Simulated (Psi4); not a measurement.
# doublet [AlF3]+ at 5 levels

Wanted: a comparison of 5 runs (UHF/3-21G, UB3LYP/6-31G*, U-wB97X-V/6-311+G**, UDSD-PBEP86/6-311+G**, UHSE06/6-311+G**) of doublet [AlF3]+. 

The calculation is run with Psi4 1.11.

### Step 1. The structure to begin with

The species is [AlF3]+ (4 atoms), meant as a doublet with charge +1. As SMILES of the parent species, `[F][Al]([F])[F]`. The shape comes from GFN2-xTB, which is rough for such elements, and wasn't checked as a minimum. That shape belongs to the parent species and isn't relaxed for this state.

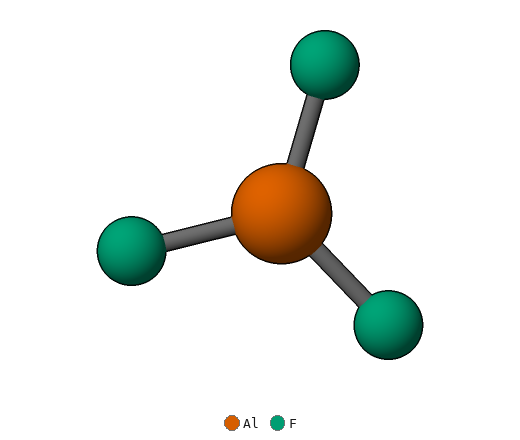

Viewed from a chosen angle; aluminium orange, fluorine teal.

### Step 2. Energy and gradient at UHF/3-21G (run 1)

File job.json:

```json
{
 "schema_name": "qcschema_input",
 "schema_version": 1,
 "molecule": {
  "schema_name": "qcschema_molecule",
  "schema_version": 2,
  "symbols": ["Al", "F", "F", "F"],
  "geometry": [-0.00037795, -0.00054802, -0.00238105, 3.08184095, -0.05119268, 0.02549241, -1.49579382, 2.69473056, -0.03144504, -1.58566919, -2.64298986, 0.00831479],
  "molecular_charge": 1,
  "molecular_multiplicity": 2,
  "fix_symmetry": "c1",
  "fix_com": true,
  "fix_orientation": true
 },
 "driver": "gradient",
 "model": {
  "method": "scf",
  "basis": "3-21G"
 },
 "keywords": {
  "reference": "uhf",
  "puream": true,
  "e_convergence": 1e-09,
  "d_convergence": 1e-08,
  "scf_type": "pk",
  "maxiter": 200,
  "scf_properties": ["LOWDIN_CHARGES", "MAYER_INDICES", "MULLIKEN_CHARGES"]
 }
}
```

Started as:

```sh
$ psi4 --qcschema job.json -n 1 --memory 1600MB
```

stdout:

```text
[...]
  Running in c1 symmetry.
[...]
  Nuclear repulsion =  159.395255317177174
[...]
  Multiplicity = 2
[...]
  Nalpha       = 20
  Nbeta        = 19
[...]
    Number of basis functions: 40
[...]
   @UHF iter   1:  -536.90971547367121   -8.81361e-01   7.55355e-03 ADIIS/DIIS
[...]
   @UHF iter  19:  -536.96277190455203   -4.54747e-13   4.70365e-09 DIIS
[...]
   @S^2 Observed:                7.847457094E-01
[...]
  @UHF Final Energy:  -536.96277190455203
   => Energetics <=
    Nuclear Repulsion Energy =            159.3952553171771740
    One-Electron Energy =               -1056.9575106258430424
    Two-Electron Energy =                 360.5994834041138688
    Total Energy =                       -536.9627719045520280
  UHF NO Occupations:
  HONO-2 :   18  A 1.9916102
  HONO-1 :   19  A 1.9915691
[...]
  Mulliken Charges: (a.u.)
   Center  Symbol    Alpha    Beta     Spin     Total
       1    AL     5.48006  5.65732 -0.17726  1.86261
       2     F     4.83989  4.44781  0.39208 -0.28770
       3     F     4.83993  4.44771  0.39223 -0.28764
       4     F     4.84011  4.44716  0.39295 -0.28727
   Total alpha = 20.00000, Total beta = 19.00000, Total charge =  1.00000
  Lowdin Charges: (a.u.)
   Center  Symbol    Alpha    Beta     Spin     Total
       1    AL     5.73416  5.88088 -0.14673  1.38496
       2     F     4.75525  4.37333  0.38192 -0.12858
[...]
  -Total Gradient:
     Atom            X                  Y                   Z
    ------   -----------------  -----------------  -----------------
       1       -0.000408595483    -0.000442228287    -0.000024085228
       2       -0.016308419150     0.000294936295    -0.000122568731
       3        0.008005704360    -0.014366758892     0.000180290226
       4        0.008711310271     0.014514050882    -0.000033636266
[...]
```

The result, in JSON:

```text
{
 "driver": "gradient",
 "model": {
  "method": "scf",
  "basis": "3-21G"
 },
 "success": true,
 "return_result": [-0.0004085954830644672, -0.0004422282868241142, -2.408522815874084e-05, -0.01630841914975091, 0.00029493629460684064, -0.00012256873114837707, 0.008005704360377973, -0.014366758891987602, 0.0001802902257859449, 0.008711310271116449, 0.014514050882295584, -3.36362664891268e-05],
 "properties": {
  "calcinfo_nbasis": 40,
  "calcinfo_nmo": 40,
  "calcinfo_nalpha": 20,
  "calcinfo_nbeta": 19,
  "calcinfo_natom": 4,
  "nuclear_repulsion_energy": 159.39525531717717,
  "return_energy": -536.962771904552,
  "return_gradient": [-0.0004085954830644672, -0.0004422282868241142, -2.408522815874084e-05, -0.01630841914975091, 0.00029493629460684064, -0.00012256873114837707, 0.008005704360377973, -0.014366758891987602, 0.0001802902257859449, 0.008711310271116449, 0.014514050882295584, -3.36362664891268e-05],
  "scf_one_electron_energy": -1056.957510625843,
  "scf_two_electron_energy": 360.59948340411387,
  "scf_dipole_moment": [-0.0017921989489535495, -0.002423358028284195, -0.006167915366636009],
  "scf_total_energy": -536.962771904552,
  "scf_total_gradient": [-0.0004085954830644672, -0.0004422282868241142, -2.408522815874084e-05, -0.01630841914975091, 0.00029493629460684064, -0.00012256873114837707, 0.008005704360377973, -0.014366758891987602, 0.0001802902257859449, 0.008711310271116449, 0.014514050882295584, -3.36362664891268e-05],
  "scf_iterations": 19
 }
}
```

Run time: 1.7 s. Hardware: 1 thread of Intel Xeon Platinum 8375C at 2.90GHz (Ice Lake), shared host; peak memory 0.18 GiB.

### Step 3. Energy and forces at UB3LYP/6-31G(d) (Cartesian functions) (run 2)

File alf3.py:

```python
import psi4

psi4.set_memory('1600 MB')
psi4.set_num_threads(1)
psi4.set_output_file('run.log', False)

geom = psi4.geometry("""
1 2
Al    -0.000200    -0.000290    -0.001260
F      1.630840    -0.027090     0.013490
F     -0.791540     1.425990    -0.016640
F     -0.839100    -1.398610     0.004400
symmetry c1
""")

options = {'basis': '6-31G*', 'reference': 'uks', 'puream': False, 'e_convergence': 1e-09, 'd_convergence': 1e-08, 'scf_type': 'pk', 'dft_radial_points': 99, 'dft_spherical_points': 590, 'maxiter': 200}
psi4.set_options(options)

energy_value, wavefunction = psi4.gradient("B3LYP", return_wfn=True)
print('gradient / Eh bohr^-1')
print(energy_value.np.round(6))
print(f'energy = {wavefunction.energy():.10f} Eh')
for k, v in sorted(psi4.core.scalar_variables().items()):
    print(f'{k:45s} {v:18.10f}')
```

Started as:

```sh
$ python alf3.py
```

run.log:

```text
[...]
  Running in c1 symmetry.
[...]
  Nuclear repulsion =  159.395255335653616
[...]
  Multiplicity = 2
[...]
  Nalpha       = 20
  Nbeta        = 19
[...]
    Number of basis functions: 64
[...]
   @UKS iter   1:  -541.60399787681331   -3.14345e-01   6.26348e-03 ADIIS/DIIS
[...]
   @UKS iter  13:  -541.65910569730647   -9.09495e-13   6.02200e-09 DIIS
[...]
   @S^2 Observed:                7.563911417E-01
[...]
  @UKS Final Energy:  -541.65910569730647
   => Energetics <=
    Nuclear Repulsion Energy =            159.3952553356536157
    One-Electron Energy =               -1061.1982096650010590
    Two-Electron Energy =                 400.3535537899640531
    DFT Exchange-Correlation Energy =     -40.2097051579230893
    Empirical Dispersion Energy =           0.0000000000000000
    VV10 Nonlocal Energy =                  0.0000000000000000
    Total Energy =                       -541.6591056973064724
[...]
  -Total Gradient:
     Atom            X                  Y                   Z
    ------   -----------------  -----------------  -----------------
       1       -0.000159203274    -0.000152753881    -0.000023687981
       2       -0.023040957101     0.000379698416    -0.000178932100
       3        0.011189796610    -0.020192131024     0.000247938610
       4        0.011982982359     0.019958506311    -0.000049583474
[...]
```

Standard output:

```text
gradient / Eh bohr^-1
[[-1.5900e-04 -1.5300e-04 -2.4000e-05]
 [-2.3041e-02  3.8000e-04 -1.7900e-04]
 [ 1.1190e-02 -2.0192e-02  2.4800e-04]
 [ 1.1983e-02  1.9959e-02 -5.0000e-05]]
energy = -541.6591056973 Eh
CURRENT ENERGY                                   -541.6591056973
CURRENT REFERENCE ENERGY                         -541.6591056973
DD SOLVATION ENERGY                                 0.0000000000
DFT FUNCTIONAL TOTAL ENERGY                      -541.6591056973
DFT TOTAL ENERGY                                 -541.6591056973
DFT VV10 ENERGY                                     0.0000000000
DFT XC ENERGY                                     -40.2097051579
GRID ELECTRONS ALPHA                               20.0000026420
GRID ELECTRONS BETA                                19.0000022661
GRID ELECTRONS TOTAL                               39.0000049081
NUCLEAR REPULSION ENERGY                          159.3952553357
ONE-ELECTRON ENERGY                             -1061.1982096650
PCM POLARIZATION ENERGY                             0.0000000000
PE ENERGY                                           0.0000000000
SCF ITERATION ENERGY                             -541.6591056973
SCF ITERATIONS                                     13.0000000000
SCF TOTAL ENERGY                                 -541.6591056973
TWO-ELECTRON ENERGY                               400.3535537900
XC GRID RADIAL POINTS                              99.0000000000
XC GRID SPHERICAL POINTS                          590.0000000000
XC GRID TOTAL POINTS                           225668.0000000000
```

Wall time 14 s (1 thread of Intel Xeon Platinum 8375C at 2.90GHz (Ice Lake), shared host); peak memory 0.59 GiB.

### Step 4. A single-point energy at U-wB97X-V/6-311+G(d,p) (run 3)

File input.inp:

```
memory 1600 mb

molecule {
  1 2
  Al
  F 1 1.631327
  F 1 1.631174 2 119.96691
  F 1 1.63067 3 120.01677 2 179.79592
  symmetry c1
}

set globals {
  reference uks
  puream true
  e_convergence 1e-09
  d_convergence 1e-08
  scf_type pk
  dft_radial_points 99
  dft_spherical_points 590
  maxiter 200
}

energy_value, wavefunction = energy('wb97x-v/6-311+G**', return_wfn=True)
print_variables()
```

Started as:

```sh
$ psi4 input.inp input.out -n 1
```

input.out:

```text
[...]
  Running in c1 symmetry.
[...]
  Nuclear repulsion =  159.395260148231245
[...]
  Multiplicity = 2
[...]
  Nalpha       = 20
  Nbeta        = 19
[...]
    Number of basis functions: 96
[...]
   @UKS iter   1:  -541.51418849765923   -5.39019e-01   4.73999e-03 DIIS/ADIIS
[...]
   @UKS iter  14:  -541.58201909435854   -2.70575e-11   8.08128e-09 DIIS
[...]
   @S^2 Observed:                7.603692842E-01
[...]
  @UKS Final Energy:  -541.58201909435854
   => Energetics <=
    Nuclear Repulsion Energy =            159.3952601482312446
    One-Electron Energy =               -1060.9728638994210996
    Two-Electron Energy =                 396.3663942368793300
    DFT Exchange-Correlation Energy =     -36.5373436160659040
    Empirical Dispersion Energy =           0.0000000000000000
    VV10 Nonlocal Energy =                  0.1665340360178262
    Total Energy =                       -541.5820190943585430
[...]
 Multipole Moments:
 ------------------------------------------------------------------------------------
     Multipole            Electronic (a.u.)      Nuclear  (a.u.)        Total (a.u.)
 ------------------------------------------------------------------------------------
 L = 1.  Multiply by 2.5417464519 to convert [e a0] to [Debye]
 Dipole X            :          0.0045856            0.0004691            0.0050548
 Dipole Y            :          0.0022290           -0.0001067            0.0021223
 Dipole Z            :          0.0019570           -0.0000771            0.0018799
 Magnitude           :                                                    0.0057956
[...]
```

It took 51 s on 1 thread of Intel Xeon Platinum 8375C at 2.90GHz (Ice Lake), shared host; peak memory 0.91 GiB.

Run 4 isn't shown in full; the table further down has it.

### Step 5. Energy and forces at UHSE06/6-311+G(d,p) (run 5)

File job.json:

```json
{
  "schema_name": "qcschema_input",
  "schema_version": 1,
  "molecule": {
    "schema_name": "qcschema_molecule",
    "schema_version": 2,
    "symbols": ["Al", "F", "F", "F"],
    "geometry": [-0.00037795, -0.00054802, -0.00238105, 3.08184095, -0.05119268, 0.02549241, -1.49579382, 2.69473056, -0.03144504, -1.58566919, -2.64298986, 0.00831479],
    "molecular_charge": 1,
    "molecular_multiplicity": 2,
    "fix_symmetry": "c1",
    "fix_com": true,
    "fix_orientation": true
  },
  "driver": "gradient",
  "model": {
    "method": "hse06",
    "basis": "6-311+G**"
  },
  "keywords": {
    "reference": "uks",
    "puream": true,
    "e_convergence": 1e-09,
    "d_convergence": 1e-08,
    "scf_type": "pk",
    "dft_radial_points": 99,
    "dft_spherical_points": 590,
    "maxiter": 200,
    "scf_properties": ["WIBERG_LOWDIN_INDICES", "DIPOLE", "QUADRUPOLE"]
  }
}
```

Started as:

```sh
$ psi4 --qcschema job.json -n 1 --memory 1600MB
```

stdout:

```text
[...]
  Running in c1 symmetry.
[...]
  Nuclear repulsion =  159.395255317177174
[...]
  Multiplicity = 2
[...]
  Nalpha       = 20
  Nbeta        = 19
[...]
    Number of basis functions: 96
[...]
   @UKS iter   1:  -541.31291707392347   -2.54988e-01   5.20799e-03 DIIS/ADIIS
[...]
   @UKS iter  14:  -541.38525518029928   -1.47793e-12   5.63735e-09 DIIS
[...]
   @S^2 Observed:                7.590645880E-01
[...]
  @UKS Final Energy:  -541.38525518029928
   => Energetics <=
    Nuclear Repulsion Energy =            159.3952553171771740
    One-Electron Energy =               -1061.1548314861402105
    Two-Electron Energy =                 398.4266461371429955
    DFT Exchange-Correlation Energy =     -38.0523251484792837
    Empirical Dispersion Energy =           0.0000000000000000
    VV10 Nonlocal Energy =                  0.0000000000000000
    Total Energy =                       -541.3852551802992821
[...]
  -Total Gradient:
     Atom            X                  Y                   Z
    ------   -----------------  -----------------  -----------------
       1       -0.000137139430    -0.000124503741    -0.000011100258
       2       -0.026078392988     0.000413090974    -0.000206986918
       3        0.012659209535    -0.022852580993     0.000275041487
       4        0.013541205439     0.022550073260    -0.000061314476
[...]
```

The result, in JSON:

```text
{
 "driver": "gradient",
 "model": {
  "method": "hse06",
  "basis": "6-311+G**"
 },
 "success": true,
 "return_result": [-0.0001371394295446313, -0.0001245037414125268, -1.1100257672221558e-05, -0.026078392987606697, 0.00041309097359400367, -0.000206986917608678, 0.012659209535082122, -0.022852580992724303, 0.0002750414873386854, 0.013541205439153867, 0.022550073260161868, -6.131447584076439e-05],
 "properties": {
  "calcinfo_nbasis": 96,
  "calcinfo_nmo": 96,
  "calcinfo_nalpha": 20,
  "calcinfo_nbeta": 19,
  "calcinfo_natom": 4,
  "nuclear_repulsion_energy": 159.39525531717717,
  "return_energy": -541.3852551802993,
  "return_gradient": [-0.0001371394295446313, -0.0001245037414125268, -1.1100257672221558e-05, -0.026078392987606697, 0.00041309097359400367, -0.000206986917608678, 0.012659209535082122, -0.022852580992724303, 0.0002750414873386854, 0.013541205439153867, 0.022550073260161868, -6.131447584076439e-05],
  "scf_one_electron_energy": -1061.1548314861402,
  "scf_two_electron_energy": 398.426646137143,
  "scf_xc_energy": -38.052325148479284,
  "scf_dipole_moment": [0.0009769552442997487, 0.0009054253972820003, -0.005268819910348409],
  "scf_total_energy": -541.3852551802993,
  "scf_total_gradient": [-0.0001371394295446313, -0.0001245037414125268, -1.1100257672221558e-05, -0.026078392987606697, 0.00041309097359400367, -0.000206986917608678, 0.012659209535082122, -0.022852580992724303, 0.0002750414873386854, 0.013541205439153867, 0.022550073260161868, -6.131447584076439e-05],
  "scf_iterations": 14
 }
}
```

Run time: 44 s. Hardware: 1 thread of Intel Xeon Platinum 8375C at 2.90GHz (Ice Lake), shared host; peak memory 0.9 GiB.

### Step 6. All runs side by side

| run | level | Cartesian functions | integration grid | energy (Eh) | HOMO energy (eV) | LUMO energy (eV) | ⟨S²⟩ | wall time |
| --- | --- | --- | --- | --- | --- | --- | --- | --- |
| 1 | UHF/3-21G | no | – | -536.962772 | -20.41 | -14.19 | 0.785 | 1.7 s |
| 2 | UB3LYP/6-31G* (Cartesian functions) | yes | 99 radial × 590 angular | -541.659106 | -18.85 | -17.02 | 0.756 | 14 s |
| 3 | U-wB97X-V/6-311+G** | no | 99 radial × 590 angular | -541.582019 | -21.52 | -15.56 | 0.760 | 51 s |
| 4 | UDSD-PBEP86/6-311+G** (density fitting for correlation) | no | 99 radial × 590 angular | -541.007760 | -20.54 | -15.60 | 0.788 | 18 s |
| 5 | UHSE06/6-311+G** | no | 99 radial × 590 angular | -541.385255 | -18.95 | -17.55 | 0.759 | 44 s |

### Step 7. Results

```
                                 quantity          value
                      run 5: total energy  -541.38526 Eh
run 5: HOMO energy (highest over α and β)      -18.95 eV
 run 5: LUMO energy (lowest over α and β)      -17.55 eV
                              run 5: ⟨S²⟩          0.759
          run 5: largest force on an atom     1.353 eV/Å
```

**Reading.** Totals of different functionals can't be ranked against each other. All runs together took 2.1 min, the longest 51 s.
